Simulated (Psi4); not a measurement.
# B3LYP/cc-pVDZ run of BGeH3Cl2 (SMILES Cl[B](Cl)[GeH3])

Aim: the vertical ionisation energy of BGeH3Cl2 at B3LYP/cc-pVDZ, from 2 runs. 

Program for the calculation: Psi4 1.11.

4 further runs of the same task are left out: 4 set aside as unsound or not needed. Runs told in other sessions of the task aren't counted.

## (1) The system as given

The species is BGeH3Cl2 (7 atoms), meant as a singlet with charge 0. SMILES: `Cl[B](Cl)[GeH3]`. Geometry: relaxed at PBE0-D4/def2-TZVP.

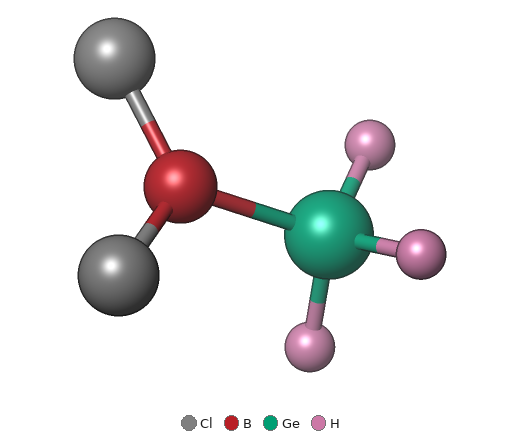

The structure, seen from a chosen angle (chlorine grey, boron red, germanium teal, hydrogen pink).

## (2) The energy at B3LYP/cc-pVDZ

Contents of calc.in:

```
memory 1600 MB

molecule molecule1 {
  0 1
  Cl     1.749500    -1.428200     1.208700
  B      0.206400    -1.021900     0.511500
  Cl    -1.082400    -2.191800     0.604700
  Ge    -0.123100     0.798500    -0.412200
  H     -0.556200     0.560600    -1.868300
  H     -1.266100     1.534300     0.306700
  H      1.133300     1.680500    -0.396700
  units angstrom
  symmetry c1
}

set globals {
  puream true
  scf_type pk
  dft_radial_points 50
  dft_spherical_points 194
}

e_tot, wfn = energy('b3lyp/cc-pVDZ', return_wfn=True)
```

Run with:

```
$ psi4 calc.in calc.out -n 1
```

calc.out, shortened:

```text
[...]
  Running in c1 symmetry.
[...]
  Nuclear repulsion =  367.128455884468622
[...]
  Multiplicity = 1
[...]
  Nalpha       = 37
  Nbeta        = 37
[...]
    Number of basis functions: 92
[...]
   @RKS iter   1: -3023.33572010549324   -2.56257e+00   1.33068e-02 DIIS/ADIIS
[...]
   @RKS iter   8: -3024.17629994351500   -2.53272e-08   3.34855e-07 DIIS
[...]
    Orbital Energies [Eh]
    ---------------------
    Doubly Occupied:
       1A   -398.778029     2A   -101.560807     3A   -101.560406
       4A    -49.822446     5A    -44.344355     6A    -44.344291
       7A    -44.344216     8A     -9.480696     9A     -9.480322
      10A     -7.240372    11A     -7.240005    12A     -7.235961
      13A     -7.235502    14A     -7.233405    15A     -7.233115
      16A     -6.864952    17A     -6.236227    18A     -4.406974
      19A     -4.406832    20A     -4.406386    21A     -1.225803
      22A     -1.225694    23A     -1.224599    24A     -1.222973
      25A     -1.222963    26A     -0.877785    27A     -0.841993
      28A     -0.576847    29A     -0.505050    30A     -0.439367
      31A     -0.397250    32A     -0.391992    33A     -0.349048
      34A     -0.345593    35A     -0.342391    36A     -0.323217
[...]
  @RKS Final Energy: -3024.17629994351500
   => Energetics <=
    Nuclear Repulsion Energy =            367.1284558844686217
    One-Electron Energy =               -4932.0542894710079054
    Two-Electron Energy =                1654.0609801746788889
    DFT Exchange-Correlation Energy =    -113.3114465316541839
    Empirical Dispersion Energy =           0.0000000000000000
    VV10 Nonlocal Energy =                  0.0000000000000000
    Total Energy =                      -3024.1762999435154597
[...]
 Multipole Moments:
 ------------------------------------------------------------------------------------
     Multipole            Electronic (a.u.)      Nuclear  (a.u.)        Total (a.u.)
 ------------------------------------------------------------------------------------
 L = 1.  Multiply by 2.5417464519 to convert [e a0] to [Debye]
 Dipole X            :         -0.6423048            0.6361425           -0.0061623
 Dipole Y            :          4.1860761           -4.0974891            0.0885871
 Dipole Z            :         -2.0887265            2.0468366           -0.0418899
 Magnitude           :                                                    0.0981856
[...]
```

It took 33 s on 1 thread of Intel Xeon at 2.60GHz (Ice Lake), shared host; peak memory 0.71 GiB.

## (3) The doublet cation

Contents of job.in:

```
memory 1.6 GB

molecule {
  1 2
  Cl     1.749500    -1.428200     1.208700
  B      0.206400    -1.021900     0.511500
  Cl    -1.082400    -2.191800     0.604700
  Ge    -0.123100     0.798500    -0.412200
  H     -0.556200     0.560600    -1.868300
  H     -1.266100     1.534300     0.306700
  H      1.133300     1.680500    -0.396700
  symmetry c1
}

set {
  reference            uks
  puream               true
  scf_type             pk
  dft_radial_points    50
  dft_spherical_points 194
  maxiter              100
}

energy('b3lyp/cc-pVDZ')
print_variables()
```

Run with:

```
$ psi4 job.in job.out -n 1
```

job.out, shortened:

```text
[...]
  Running in c1 symmetry.
[...]
  Nuclear repulsion =  367.128455884468622
[...]
  Multiplicity = 2
[...]
  Nalpha       = 37
  Nbeta        = 36
[...]
    Number of basis functions: 92
[...]
   @UKS iter   1: -3022.92261237076536   -2.14946e+00   1.32411e-02 ADIIS/DIIS
[...]
   @UKS iter  11: -3023.80124140795033   -7.69082e-08   7.59631e-07 DIIS
[...]
   @S^2 Observed:                7.525268342E-01
[...]
  @UKS Final Energy: -3023.80124140795033
   => Energetics <=
    Nuclear Repulsion Energy =            367.1284558844686217
    One-Electron Energy =               -4915.0845141459531078
    Two-Electron Energy =                1637.1827161161174899
    DFT Exchange-Correlation Energy =    -113.0278992625827641
    Empirical Dispersion Energy =           0.0000000000000000
    VV10 Nonlocal Energy =                  0.0000000000000000
    Total Energy =                      -3023.8012414079503287
  UHF NO Occupations:
  HONO-2 :   35  A 1.9995666
  HONO-1 :   36  A 1.9994808
[...]
 Multipole Moments:
 ------------------------------------------------------------------------------------
     Multipole            Electronic (a.u.)      Nuclear  (a.u.)        Total (a.u.)
 ------------------------------------------------------------------------------------
 L = 1.  Multiply by 2.5417464519 to convert [e a0] to [Debye]
 Dipole X            :         -0.6274223            0.6361425            0.0087202
 Dipole Y            :          4.0427618           -4.0974891           -0.0547273
 Dipole Z            :         -2.0191007            2.0468366            0.0277359
 Magnitude           :                                                    0.0619709
[...]
```

It took 36 s on 1 thread of Intel Xeon at 2.60GHz (Ice Lake), shared host; peak memory 0.71 GiB.

## (4) What came out

At B3LYP/cc-pVDZ:

```
                                          quantity           value
                    singlet BGeH3Cl2: total energy  -3024.17630 Eh
                   singlet BGeH3Cl2: dipole moment          0.25 D
                     singlet BGeH3Cl2: HOMO energy        -7.96 eV
                     singlet BGeH3Cl2: LUMO energy        -2.08 eV
                   singlet BGeH3Cl2: HOMO–LUMO gap         5.88 eV
                      doublet cation: total energy  -3023.80124 Eh
doublet cation: HOMO energy (highest over α and β)       -14.36 eV
 doublet cation: LUMO energy (lowest over α and β)       -12.44 eV
                              doublet cation: ⟨S²⟩           0.753
vertical ionisation energy (to the doublet cation)       10.206 eV
```

Removing an electron at fixed nuclei costs 10.21 eV (235 kcal/mol). −ε(HOMO) before ionisation, 7.96 eV, is 2.24 eV below this ionisation energy.
